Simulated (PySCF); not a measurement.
C3H6OS, SMILES `COCC=S`.

Method: B3LYP/def2-SVPD; geometry: GFN2-xTB; program: PySCF. No frequency check shows the geometry to be a minimum. GFN2-xTB bond lengths at metals and heavier atoms can be off by up to 0.1 Å and shapes distorted, which carries into these values.

Input script:

```python
import numpy as np
from pyscf import gto, scf, dft, tdscf
from pyscf.scf import atom_ks, atom_hf
from scipy.linalg import block_diag

def solve(mol, dm0=None, hcore=None):
    mf = (dft.UKS if mol.spin else dft.RKS)(mol, xc='b3lyp')
    mf.grids.level = 3
    mf = mf.density_fit(auxbasis='def2-universal-jkfit')
    mf.conv_tol, mf.max_cycle = 1e-8, 80
    if hcore is not None:
        mf.get_hcore = lambda *args: hcore
    mf.kernel(dm0)
    if not mf.converged:
        mf = mf.newton().run(mf.mo_coeff, mf.mo_occ, max_cycle=30)
    assert mf.converged, 'SCF not converged'
    return mf

mol = gto.M(atom='''
C      2.78168    -0.19898    -0.00852
O      1.56463     0.50367     0.01444
C      0.44119    -0.33651     0.00597
C     -0.79933     0.48012    -0.00631
S     -2.28956    -0.13393    -0.00061
H      2.87838    -0.85722     0.86346
H      3.57005     0.54991     0.01267
H      2.87500    -0.80309    -0.91937
H      0.45269    -0.99834    -0.87880
H      0.43824    -0.99890     0.89038
H     -0.63968     1.55345    -0.02092
''', basis='def2-svpd', charge=0, spin=0, verbose=4)
mf = solve(mol)
td = mf.TDA()
td.nstates, td.singlet, td.conv_tol = 4, True, 1e-5
td.kernel()
td.analyze()
x, y = np.array([p[0] for p in td.xy]), np.array([p[1] + 0 * p[0] for p in td.xy])
f, mu = td.oscillator_strength(), td.transition_dipole()
nto = [td.get_nto(state=i + 1, verbose=4) for i in range(len(td.e))]
# spherically averaged free atoms, for the promolecule
atm = atom_ks.get_atm_nrks(mol, xc='b3lyp')
pro = block_diag(*[(atm[a[0]][2] * atm[a[0]][3]) @ atm[a[0]][2].T for a in mol._atom])
np.savez('result.npz', e=td.e, f=f, ok=td.converged, w=[n[0] for n in nto], nto=[n[1] for n in nto], x=x, y=y, c=mf.mo_coeff, occ=mf.mo_occ, eps=mf.mo_energy, pro=pro, mu=mu)
```

Command:

```sh
OMP_NUM_THREADS=1 python input.py
```

The run took 7.5 min on 1 thread of Arm Neoverse V2 (shared host), peak memory 0.8 GiB.

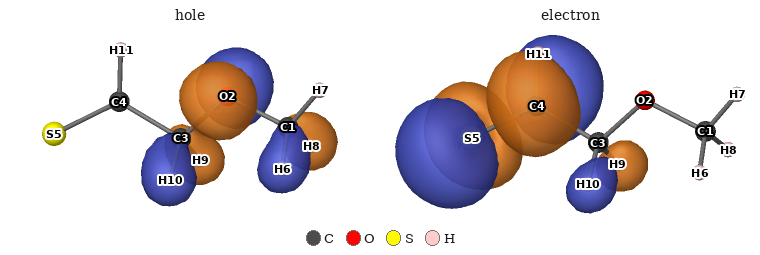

Leading natural transition orbital pair of S₂ (TDA singlet states); the surfaces enclose about 78 % of each orbital's density.

> Characterise the state.

4.28 eV (290 nm), f = 0.013, charge transfer, whose energy this functional puts too low; the leading pair carries 100 %; hole on O2 (59 %), C1 and C3 (9 % each) and H6, H8, H9 and H10 (5 % each), electron on S5 (44 %), C4 (39 %) and C3 (6 %); their centroids lie 2.9 Å apart. In canonical orbitals it is mainly HOMO−1 → LUMO (93 %). The HOMO–LUMO gap is 3.84 eV.
